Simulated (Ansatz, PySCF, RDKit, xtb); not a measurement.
# AlSi2H7O3: ranking a sample of isomers, part 2 of 2

A sample of isomers of AlSi2H7O3 is drawn. Aim: find which of them has the lowest free energy at 298.15 K, then its properties. The sample is small against all isomers, and the most stable one of this formula need not be in it.

xtb, Ansatz and PySCF; isolated molecules.

## Step 10: Last filter: a higher level

Each finalist gets a single point at CCSD(T)/def2-SVP + MP2/def2-TZVPP - MP2/def2-SVP.

c905c, CCSD(T)/def2-SVP:

input.yaml reads:

```yaml
crystal:
  periodic: [false, false, false]
  atoms:
    - {symbol: Al, position_ang: [0.027667, -0.147047, -0.009600]}
    - {symbol: O, position_ang: [-0.704820, 0.386773, 1.416853]}
    - {symbol: O, position_ang: [1.666280, -0.553695, -0.049785]}
    - {symbol: O, position_ang: [-0.912114, -0.267206, -1.399836]}
    - {symbol: Si, position_ang: [3.161664, -1.043340, -0.534600]}
    - {symbol: Si, position_ang: [-2.027588, -0.307400, -2.607538]}
    - {symbol: H, position_ang: [-0.247917, 0.485878, 2.253035]}
    - {symbol: H, position_ang: [4.029314, 0.143461, -0.804664]}
    - {symbol: H, position_ang: [3.797423, -1.867256, 0.537713]}
    - {symbol: H, position_ang: [3.075699, -1.866487, -1.780082]}
    - {symbol: H, position_ang: [-3.346086, -0.788790, -2.093604]}
    - {symbol: H, position_ang: [-1.573694, -1.231755, -3.690702]}
    - {symbol: H, position_ang: [-2.208825, 1.057324, -3.189907]}
basis:
  gaussian:
    orbitals: def2-SVP
correlation:
  method: ccsd_t
  frozen_orbitals: {H: 0, O: 1, Si: 5, Al: 5}
```

The run is started by

```console
$ ansatz run input.yaml --threads 2 --pin off --max-ram 6090MiB --events-out events.jsonl --progress --plain --runs-dir runs
```

Log, cut to the lines that bear on the results:

```text
Warning: RAYON_NUM_THREADS=2 ignored (pool sized by the plan → 2); use --threads N
Functional definition: HF
  name "HF"
[...]
1229 factors; integrals over basis functions are off by at most 1.2e-3 eV
[...]
mean field -28525.08406865 eV, -1048.2775045266 hartree, gradient 1.3e-6 eV, S^2 0.000000; 0 other end points of the search recorded, 0 dependent functions left out
18 core orbitals not correlated: weight in the atoms' cores, before any rotation towards them, 1.000 or more for the frozen orbitals, at most 0.000 for the correlated occupied ones
reference -28525.08406865 eV, -1048.2775045266 hartree; 18, 18 occupied and 95, 95 virtual orbitals, 1229 factors
second order -21.93141495 eV of doubles, -0.00000000 eV of singles
cycle   1  -22.60943700 eV  change   -6.8e-1 eV  update   1.2e-1
[...]
cycle   9  -23.39212711 eV  change   -9.7e-6 eV  update   1.7e-5
perturbative correction -0.47317629 eV, -0.0173889079 hartree
Total energy: -28548.94937205 eV, -1049.1545382501 hartree
```

Run time: 29 s. Hardware: 2 threads of Arm Neoverse V1, shared host; peak memory 0.76 GiB.

## Step 11: c905c at MP2/def2-TZVPP

Edit input.yaml of step 10 so:

```diff
@@ -18,5 +18,5 @@
   gaussian:
-    orbitals: def2-SVP
+    orbitals: def2-TZVPP
 correlation:
-  method: ccsd_t
+  method: mp2
   frozen_orbitals: {H: 0, O: 1, Si: 5, Al: 5}
```

The run is started by

```console
$ ansatz run input.yaml --threads 2 --pin off --max-ram 6090MiB --events-out events.jsonl --progress --plain --runs-dir runs
```

Log, cut to the lines that bear on the results:

```text
Warning: RAYON_NUM_THREADS=2 ignored (pool sized by the plan → 2); use --threads N
[... 2 set-up lines as earlier in the session ...]
[...]
1871 factors; integrals over basis functions are off by at most 8.6e-4 eV
[...]
mean field -28541.20107784 eV, -1048.8697936897 hartree, gradient 2.8e-6 eV, S^2 0.000000; 0 other end points of the search recorded, 0 dependent functions left out
18 core orbitals not correlated: weight in the atoms' cores, before any rotation towards them, 1.000 or more for the frozen orbitals, at most 0.000 for the correlated occupied ones
reference -28541.20107784 eV, -1048.8697936897 hartree; 18, 18 occupied and 281, 281 virtual orbitals, 1871 factors
second order -28.06327292 eV of doubles, -0.00000000 eV of singles
Total energy: -28569.26435076 eV, -1049.9010999475 hartree
```

It took 14 s on 2 threads of Arm Neoverse V1, shared host; peak memory 0.89 GiB.

## Step 12: c827d at CCSD(T)/def2-SVP

input.yaml reads:

```yaml
crystal:
  periodic: [false, false, false]
  atoms:
    - {symbol: Al, position_ang: [-0.349042, -1.780950, 1.549782]}
    - {symbol: O, position_ang: [1.081316, -1.295351, -1.811759]}
    - {symbol: O, position_ang: [0.925469, -0.870284, 0.886307]}
    - {symbol: O, position_ang: [-1.018933, -3.020174, 0.599170]}
    - {symbol: Si, position_ang: [1.729930, -0.495401, -0.505023]}
    - {symbol: Si, position_ang: [-1.159530, -3.882768, -0.799062]}
    - {symbol: H, position_ang: [1.296285, -2.227426, -1.917763]}
    - {symbol: H, position_ang: [3.165371, -0.864007, -0.325958]}
    - {symbol: H, position_ang: [1.562758, 0.949325, -0.802050]}
    - {symbol: H, position_ang: [-0.873462, -1.507404, 2.998532]}
    - {symbol: H, position_ang: [0.192348, -4.123361, -1.406987]}
    - {symbol: H, position_ang: [-2.002631, -3.158198, -1.794284]}
    - {symbol: H, position_ang: [-1.770284, -5.213231, -0.510962]}
basis:
  gaussian:
    orbitals: def2-SVP
correlation:
  method: ccsd_t
  frozen_orbitals: {H: 0, O: 1, Si: 5, Al: 5}
```

The run is started by

```console
$ ansatz run input.yaml --threads 2 --pin off --max-ram 6090MiB --events-out events.jsonl --progress --plain --runs-dir runs
```

Log, cut to the lines that bear on the results:

```text
Warning: RAYON_NUM_THREADS=2 ignored (pool sized by the plan → 2); use --threads N
[... 2 set-up lines as earlier in the session ...]
[...]
1230 factors; integrals over basis functions are off by at most 1.1e-3 eV
[...]
mean field -28524.71664071 eV, -1048.2640017986 hartree, gradient 8.6e-7 eV, S^2 0.000000; 0 other end points of the search recorded, 0 dependent functions left out
18 core orbitals not correlated: weight in the atoms' cores, before any rotation towards them, 1.000 or more for the frozen orbitals, at most 0.000 for the correlated occupied ones
reference -28524.71664071 eV, -1048.2640017986 hartree; 18, 18 occupied and 95, 95 virtual orbitals, 1230 factors
second order -22.02669302 eV of doubles, -0.00000000 eV of singles
cycle   1  -22.66547009 eV  change   -6.4e-1 eV  update   1.2e-1
[...]
cycle   9  -23.46715550 eV  change   -1.3e-5 eV  update   1.6e-5
perturbative correction -0.49952906 eV, -0.0183573544 hartree
Total energy: -28548.68332527 eV, -1049.1447612110 hartree
```

It took 30 s on 2 threads of Arm Neoverse V1, shared host; peak memory 0.77 GiB.

## Step 13: Putting it together

Energies in kcal/mol from c905c; G adds the thermal terms to the CCSD(T)/def2-SVP + MP2/def2-TZVPP - MP2/def2-SVP energy. The columns left of the relaxed level are at the tight-binding geometries.

| label | SMILES | spin | GFN2-xTB | HF/STO-3G | r2SCAN-D4/def2-SVP | PBE0-D4/def2-SVP | HF/def2-SVP | MP2/def2-SVP | CCSD(T)/def2-SVP + MP2/def2-TZVPP - MP2/def2-SVP | G | share at equilibrium | T1 |
| --- | --- | --- | --- | --- | --- | --- | --- | --- | --- | --- | --- | --- |
| c905c | [OH][Al]([O][SiH3])[O][SiH3] | singlet | 0.0 | 0.0 | 0.0 | 0.0 | 0.0 | 0.0 | 0.0 | 0.0 | 100.0 % | 0.013 |
| c827d | O[SiH2][O][AlH][O][SiH3] | singlet | -5.7 | 5.4 | 6.8 | 4.8 | 8.5 | 6.3 | 4.5 | 5.8 | < 0.1 % | 0.013 |
| c047a | [OH][AlH][O][SiH2]O[SiH3] | singlet | -12.2 | 18.1 | 10.4 | 6.2 | 12.6 | 9.0 | 6.0 | 8.5 | < 0.1 % | 0.013 |

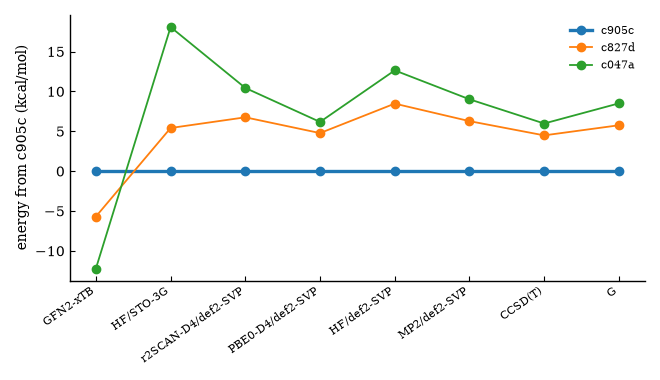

The finalists at each level, measured from c905c.

Lowest found: c905c, `[OH][Al]([O][SiH3])[O][SiH3]`, a singlet. Bond lengths: Al1–O2 1.690 Å, Al1–O3 1.689 Å, Al1–O4 1.682 Å, O3–Si5 1.647 Å, O4–Si6 1.645 Å, O2–H7 0.958 Å, Si5–H8 1.495 Å, Si5–H9 1.494 Å, Si5–H10 1.495 Å, Si6–H11 1.495 Å, Si6–H12 1.495 Å, Si6–H13 1.495 Å. Some angles: O2–Al1–O3 121.1°, O2–Al1–O4 118.5°, O3–Al1–O4 120.3°, Al1–O3–Si5 163.7°, Al1–O4–Si6 170.9°, Al1–O2–H7 124.2°, O3–Si5–H8 110.1°, O3–Si5–H9 109.8°, O3–Si5–H10 110.9°, O4–Si6–H11 110.7°.

```xyz
13

Al    0.0277   -0.1470   -0.0096
O    -0.7048    0.3868    1.4169
O     1.6663   -0.5537   -0.0498
O    -0.9121   -0.2672   -1.3998
Si    3.1617   -1.0433   -0.5346
Si   -2.0276   -0.3074   -2.6075
H    -0.2479    0.4859    2.2530
H     4.0293    0.1435   -0.8047
H     3.7974   -1.8673    0.5377
H     3.0757   -1.8665   -1.7801
H    -3.3461   -0.7888   -2.0936
H    -1.5737   -1.2318   -3.6907
H    -2.2088    1.0573   -3.1899
```

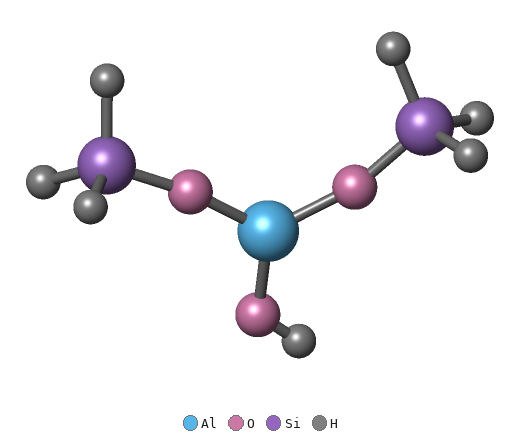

The lowest structure found, seen from a chosen angle (aluminium blue, oxygen pink, silicon purple, hydrogen grey).

## Step 14: Density, orbitals and dipole (PBE0/def2-SVPD)

input.yaml reads:

```yaml
crystal:
  periodic: [false, false, false]
  atoms:
    - symbol: Al
      position_ang: [0.027667, -0.147047, -0.009600]
    - symbol: O
      position_ang: [-0.704820, 0.386773, 1.416853]
    - symbol: O
      position_ang: [1.666280, -0.553695, -0.049785]
    - symbol: O
      position_ang: [-0.912114, -0.267206, -1.399836]
    - symbol: Si
      position_ang: [3.161664, -1.043340, -0.534600]
    - symbol: Si
      position_ang: [-2.027588, -0.307400, -2.607538]
    - symbol: H
      position_ang: [-0.247917, 0.485878, 2.253035]
    - symbol: H
      position_ang: [4.029314, 0.143461, -0.804664]
    - symbol: H
      position_ang: [3.797423, -1.867256, 0.537713]
    - symbol: H
      position_ang: [3.075699, -1.866487, -1.780082]
    - symbol: H
      position_ang: [-3.346086, -0.788790, -2.093604]
    - symbol: H
      position_ang: [-1.573694, -1.231755, -3.690702]
    - symbol: H
      position_ang: [-2.208825, 1.057324, -3.189907]
basis:
  gaussian:
    orbitals: def2-SVPD
total_charge: 0
hamiltonian:
  xc: pbe0
output: {forces: true, orbitals: {seedname: orbitals}}
```

The run is started by

```console
$ ansatz run input.yaml --threads 2 --pin off --max-ram 6090MiB --events-out events.jsonl --progress --plain --runs-dir runs
```

Log, cut to the lines that bear on the results:

```text
Warning: RAYON_NUM_THREADS=2 ignored (pool sized by the plan → 2); use --threads N
[... 2 set-up lines as earlier in the session ...]
[...]
1738 factors; their error is unknown
[...]
mean field -28586.02952365 eV, -1050.5172086876 hartree, gradient 6.1e-5 eV, S^2 0.000000; 0 other end points of the search recorded, 0 dependent functions left out
[...]
reference -28586.02957637 eV, -1050.5172106247 hartree; 36, 36 occupied and 161, 161 virtual orbitals, 1738 factors
[...]
Atom 8 at     3.797423    -1.867256     0.537713 Å, force    -0.038065     0.018545     0.009513 eV/Å
Atom 9 at     3.075699    -1.866487    -1.780082 Å, force    -0.025317     0.016002     0.017172 eV/Å
Atom 10 at    -3.346086    -0.788790    -2.093604 Å, force     0.032536     0.005288     0.025049 eV/Å
Atom 11 at    -1.573694    -1.231755    -3.690702 Å, force     0.025063     0.006602     0.031650 eV/Å
Atom 12 at    -2.208825     1.057324    -3.189907 Å, force     0.029479    -0.010113     0.035617 eV/Å
Dipole moment:     0.169117     0.000124     0.163495 e Å
```

It took 12 s on 2 threads of Arm Neoverse V1, shared host; peak memory 0.66 GiB.

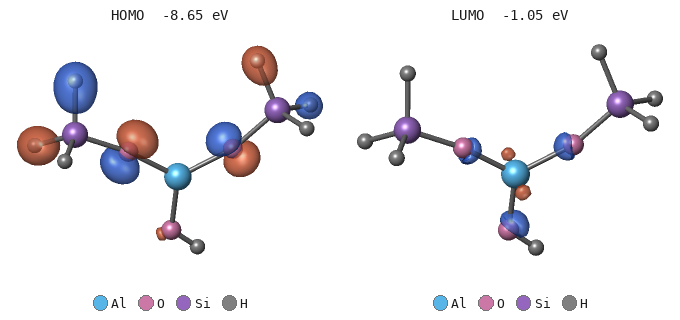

Frontier orbitals of this run, surfaces at ±0.2 Å^-3/2.

## Step 15: Electronic excitations (TD-PBE0/def2-SVPD)

An in-house driver calls PySCF's response routines at TD-PBE0/def2-SVPD; it has no typed input.

Log:

```text
coarse grid: 12472 points
cycle   1  E = -1050.0807206075  dE =  3.266e-01  |g| = 1.227e+00  |ddm| = 5.206e+00
cycle   2  E = -1049.4999483634  dE =  5.808e-01  |g| = 2.091e+00  |ddm| = 4.581e+00
cycle   3  E = -1050.3632042145  dE = -8.633e-01  |g| = 8.116e-02  |ddm| = 2.892e+00
cycle   4  E = -1050.3641199876  dE = -9.158e-04  |g| = 5.938e-02  |ddm| = 2.568e-01
cycle   5  E = -1050.3647950300  dE = -6.750e-04  |g| = 1.124e-02  |ddm| = 7.440e-02
cycle   6  E = -1050.3648202118  dE = -2.518e-05  |g| = 8.634e-04  |ddm| = 1.708e-02
cycle   7  E = -1050.3648203784  dE = -1.666e-07  |g| = 2.623e-04  |ddm| = 2.519e-03
final grid: 106976 points
cycle   8  E = -1050.5173020044  dE = -9.773e-06  |g| = 9.358e-03  |ddm| = 7.643e-02
cycle   9  E = -1050.5172759202  dE =  2.608e-05  |g| = 1.510e-02  |ddm| = 2.761e-02
cycle  10  E = -1050.5173182115  dE = -4.229e-05  |g| = 3.026e-04  |ddm| = 1.724e-02
cycle  11  E = -1050.5173182203  dE = -8.786e-09  |g| = 2.582e-04  |ddm| = 6.857e-04
cycle  12  E = -1050.5173182327  dE = -1.242e-08  |g| = 2.508e-05  |ddm| = 2.905e-04
cycle  13  E = -1050.5173182329  dE = -1.630e-10  |g| = 4.250e-06  |ddm| = 5.217e-05
converged SCF energy = -1050.5173182329

Static polarisability (au): isotropic 84.754, principal 75.369 84.509 94.383

Singlet excitations
state   eV       nm        f      main configurations
  1   6.4407    192.5   0.00222   H->L 0.95
  2   6.5548    189.2   0.00001   H-1->L 0.94
  3   6.6652    186.0   0.00024   H-2->L 0.88
  4   6.7570    183.5   0.00816   H-3->L 0.92
  5   7.2594    170.8   0.03528   H-4->L 0.90
  6   7.6176    162.8   0.04896   H-5->L 0.91
  7   7.9687    155.6   0.00052   H->L+1 0.76
  8   8.0243    154.5   0.00081   H->L+2 0.95

Triplet excitations (Tamm-Dancoff, eV): 6.2436 6.3575 6.4365
```

Wall time 25 s (2 threads of Arm Neoverse V1, shared host); peak memory 0.82 GiB.

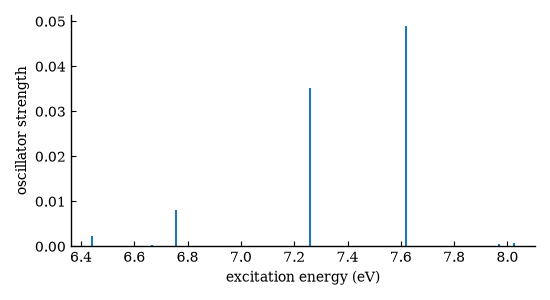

Vertical excitations as sticks.

The roots found:

| excited state | energy (eV) | strength |
| --- | --- | --- |
| 1 | 6.441 | 0.0022 |
| 2 | 6.555 | 0.0000 |
| 3 | 6.665 | 0.0002 |
| 4 | 6.757 | 0.0082 |
| 5 | 7.259 | 0.0353 |
| 6 | 7.618 | 0.0490 |
| 7 | 7.969 | 0.0005 |
| 8 | 8.024 | 0.0008 |

## Step 16: NMR shieldings (GIAO PBE0/pcSseg-1)

An in-house driver calls PySCF's response routines at GIAO PBE0/pcSseg-1; it has no typed input.

Log:

```text
coarse grid: 12472 points
cycle   1  E = -1050.5187499268  dE =  3.660e-01  |g| = 1.304e+00  |ddm| = 3.388e+00
cycle   2  E = -1049.9811001537  dE =  5.376e-01  |g| = 2.116e+00  |ddm| = 2.178e+00
cycle   3  E = -1050.8137780298  dE = -8.327e-01  |g| = 1.032e-01  |ddm| = 1.558e+00
cycle   4  E = -1050.8148235812  dE = -1.046e-03  |g| = 8.024e-02  |ddm| = 1.134e-01
cycle   5  E = -1050.8159283801  dE = -1.105e-03  |g| = 1.126e-02  |ddm| = 4.845e-02
cycle   6  E = -1050.8159485093  dE = -2.013e-05  |g| = 1.022e-03  |ddm| = 7.398e-03
cycle   7  E = -1050.8159486390  dE = -1.297e-07  |g| = 4.360e-04  |ddm| = 1.099e-03
final grid: 106976 points
cycle   8  E = -1050.8801027868  dE = -7.587e-06  |g| = 1.044e-02  |ddm| = 1.157e-02
cycle   9  E = -1050.8800762283  dE =  2.656e-05  |g| = 1.625e-02  |ddm| = 1.427e-02
cycle  10  E = -1050.8801205388  dE = -4.431e-05  |g| = 4.593e-04  |ddm| = 8.994e-03
cycle  11  E = -1050.8801205625  dE = -2.362e-08  |g| = 3.027e-04  |ddm| = 4.481e-04
cycle  12  E = -1050.8801205781  dE = -1.568e-08  |g| = 2.569e-05  |ddm| = 1.661e-04
cycle  13  E = -1050.8801205782  dE = -9.891e-11  |g| = 4.483e-06  |ddm| = 2.236e-05
converged SCF energy = -1050.8801205782

GIAO shielding tensors (ppm)
atom      isotropic    diamagn.    paramagn.     s11        s22        s33       span
  0 Al     491.101     797.117    -306.016    422.071    510.102    541.131    119.060
  1 O      326.993     389.175     -62.182    307.613    311.463    361.904     54.292
  2 O      326.089     400.251     -74.163    309.907    328.977    339.382     29.475
  3 O      333.286     399.277     -65.992    322.177    337.601    340.079     17.901
  4 Si     391.910     878.032    -486.122    348.474    352.231    475.026    126.552
  5 Si     391.749     878.038    -486.290    349.559    350.723    474.964    125.404
  6 H       30.026      31.797      -1.770     21.614     23.978     44.487     22.873
  7 H       26.215      27.867      -1.653     22.939     24.456     31.249      8.311
  8 H       26.221      27.547      -1.325     22.933     24.398     31.332      8.399
  9 H       26.113      28.009      -1.896     22.685     24.834     30.820      8.135
 10 H       26.139      27.813      -1.674     22.786     24.466     31.164      8.378
 11 H       26.171      27.658      -1.488     22.831     24.612     31.069      8.238
 12 H       26.189      27.929      -1.740     22.900     24.450     31.218      8.319
```

Run time: 14 s. Hardware: 2 threads of Arm Neoverse V1, shared host; peak memory 1 GiB.

Isotropic shieldings, averaged over atoms that the bond graph makes equivalent (absolute, not shifts):

| atoms | shielding (ppm) |
| --- | --- |
| Al1 | 491.1 |
| O2 | 327.0 |
| O3, O4 | 329.7 |
| Si5, Si6 | 391.8 |
| H7 | 30.03 |
| H8, H9, H10, H11, H12, H13 | 26.17 |

## Step 17: The cation at the same geometry (PBE0/def2-SVPD)

input.yaml reads:

```yaml
crystal:
  periodic: [false, false, false]
  atoms:
    - {symbol: Al, position_ang: [0.027667, -0.147047, -0.009600]}
    - {symbol: O, position_ang: [-0.704820, 0.386773, 1.416853]}
    - {symbol: O, position_ang: [1.666280, -0.553695, -0.049785]}
    - {symbol: O, position_ang: [-0.912114, -0.267206, -1.399836]}
    - {symbol: Si, position_ang: [3.161664, -1.043340, -0.534600]}
    - {symbol: Si, position_ang: [-2.027588, -0.307400, -2.607538]}
    - {symbol: H, position_ang: [-0.247917, 0.485878, 2.253035]}
    - {symbol: H, position_ang: [4.029314, 0.143461, -0.804664]}
    - {symbol: H, position_ang: [3.797423, -1.867256, 0.537713]}
    - {symbol: H, position_ang: [3.075699, -1.866487, -1.780082]}
    - {symbol: H, position_ang: [-3.346086, -0.788790, -2.093604]}
    - {symbol: H, position_ang: [-1.573694, -1.231755, -3.690702]}
    - {symbol: H, position_ang: [-2.208825, 1.057324, -3.189907]}
basis:
  gaussian:
    orbitals: def2-SVPD
magnetization:
  spin_polarized: true
  initial_magnetization: 1
total_charge: 1
hamiltonian:
  xc: {name: PBE0}
```

The run is started by

```console
$ ansatz run input.yaml --threads 2 --pin off --max-ram 6090MiB --events-out events.jsonl --progress --plain --runs-dir runs
```

Log, cut to the lines that bear on the results:

```text
Warning: RAYON_NUM_THREADS=2 ignored (pool sized by the plan → 2); use --threads N
[... 2 set-up lines as earlier in the session ...]
[...]
1738 factors; their error is unknown
[...]
mean field -28575.69483736 eV, -1050.1374159714 hartree, gradient 3.5e-6 eV, S^2 0.757298; 10 other end points of the search recorded, 0 dependent functions left out
reference -28575.69488971 eV, -1050.1374178953 hartree; 36, 35 occupied and 161, 162 virtual orbitals, 1738 factors
Total energy: -28575.69488971 eV, -1050.1374178953 hartree
```

Run time: 1.7 min. Hardware: 2 threads of Arm Neoverse V1, shared host; peak memory 1.3 GiB.

Difference from the parent: 10.33 eV.

## Step 18: The anion at the same geometry (PBE0/def2-SVPD)

Edit input.yaml of step 17 so:

```diff
@@ -19,2 +19,7 @@
     orbitals: def2-SVPD
+total_charge: -1
+scf:
+  lower_state_search: "off"
+hamiltonian:
+  xc: pbe0
 magnetization:
@@ -22,4 +27 @@
   initial_magnetization: 1
-total_charge: 1
-hamiltonian:
-  xc: {name: PBE0}
```

The run is started by

```console
$ ansatz run input.yaml --threads 2 --pin off --max-ram 6090MiB --events-out events.jsonl --progress --plain --runs-dir runs
```

Log, cut to the lines that bear on the results:

```text
Warning: RAYON_NUM_THREADS=2 ignored (pool sized by the plan → 2); use --threads N
[... 2 set-up lines as earlier in the session ...]
[...]
1738 factors; their error is unknown
[...]
mean field -28585.90832130 eV, -1050.5127545833 hartree, gradient 4.0e-6 eV, S^2 0.751031; 0 other end points of the search recorded, 0 dependent functions left out
reference -28585.90837825 eV, -1050.5127566762 hartree; 37, 36 occupied and 160, 161 virtual orbitals, 1738 factors
Total energy: -28585.90837825 eV, -1050.5127566762 hartree
Checks for a lower state left out: stability, starts, cluster_reference, orbital_swaps, neighbouring_geometries, increment
```

Wall time 11 s (2 threads of Arm Neoverse V1, shared host); peak memory 0.77 GiB.

Parent less the species with the added electron: -0.12 eV. In this basis the extra electron isn't bound at this geometry, so the number hangs on the basis; a diffuse state bound by the dipole can't be described by it.

## Step 19: The triplet at the same geometry (PBE0/def2-SVPD)

Edit input.yaml of step 18 so:

```diff
@@ -19,9 +19,6 @@
     orbitals: def2-SVPD
-total_charge: -1
-scf:
-  lower_state_search: "off"
-hamiltonian:
-  xc: pbe0
 magnetization:
   spin_polarized: true
-  initial_magnetization: 1
+  initial_magnetization: 2
+hamiltonian:
+  xc: {name: PBE0}
```

The run is started by

```console
$ ansatz run input.yaml --threads 2 --pin off --max-ram 6090MiB --events-out events.jsonl --progress --plain --runs-dir runs
```

Log, cut to the lines that bear on the results:

```text
Warning: RAYON_NUM_THREADS=2 ignored (pool sized by the plan → 2); use --threads N
[... 2 set-up lines as earlier in the session ...]
[...]
1738 factors; their error is unknown
[...]
mean field -28579.68593375 eV, -1050.2840860585 hartree, gradient 9.9e-6 eV, S^2 2.007894; 8 other end points of the search recorded, 0 dependent functions left out
reference -28579.68599688 eV, -1050.2840883784 hartree; 37, 35 occupied and 160, 162 virtual orbitals, 1738 factors
Total energy: -28579.68599688 eV, -1050.2840883784 hartree
```

It took 1.8 min on 2 threads of Arm Neoverse V1, shared host; peak memory 1.3 GiB.

It lies 6.34 eV above the singlet.

## Step 20: What came out

The summary covers parts 1 to 2.

| quantity | value |
| --- | --- |
| lowest structure found | [OH][Al]([O][SiH3])[O][SiH3], singlet |
| next finalist | O[SiH2][O][AlH][O][SiH3], singlet, 5.8 kcal/mol higher in G |
| share at equilibrium, among the finalists | 100.0 % |
| funnel | 80 starts, 71 minima at GFN2-xTB from these starts (75 with those found later), 10 screening runs, 2 rescued, 4 relaxed, 3 ranked |
| CPU time of all runs | 58 min |
| dipole moment (PBE0/def2-SVPD) | 1.13 D |
| HOMO energy (PBE0/def2-SVPD) | -8.65 eV |
| LUMO energy (PBE0/def2-SVPD) | -1.05 eV |
| HOMO–LUMO gap (PBE0/def2-SVPD) | 7.60 eV |
| lowest excitation (TD-PBE0/def2-SVPD) | 6.44 eV (f = 0.002) |
| strongest of the states computed, same level | 7.62 eV (f = 0.049) |
| lowest triplet excitation, same level, Tamm-Dancoff | 6.24 eV |
| vertical ionisation energy | 10.33 eV |
| vertical electron affinity | -0.12 eV (unbound: the value depends on the basis) |
| vertical triplet less singlet | +6.34 eV |

The search ends on `[OH][Al]([O][SiH3])[O][SiH3]`. Among the finalists first place is clear (5.8 kcal/mol); structures outside the list aren't covered. With 3 minima in the window unscreened, the next finalist need not be the second lowest, and margin and share hold for the finalists alone. HF/STO-3G, r2SCAN-D4/def2-SVP, PBE0-D4/def2-SVP, HF/def2-SVP and MP2/def2-SVP already put its bonding pattern lowest among the structures in one piece; GFN2-xTB favours the singlet [OH][AlH][O][SiH2]O[SiH3]. The largest share of the time went into the relaxations (34 % of the CPU time that the search's summary counts). 3 minima inside the window were never screened. The search is not exhaustive (a finite list of starts, one conformer a finalist), so a lower isomer can't be ruled out. Only 12 drawn patterns were tried, so whole families of isomers are missing, and the result ranks only the part of this sample that was screened.
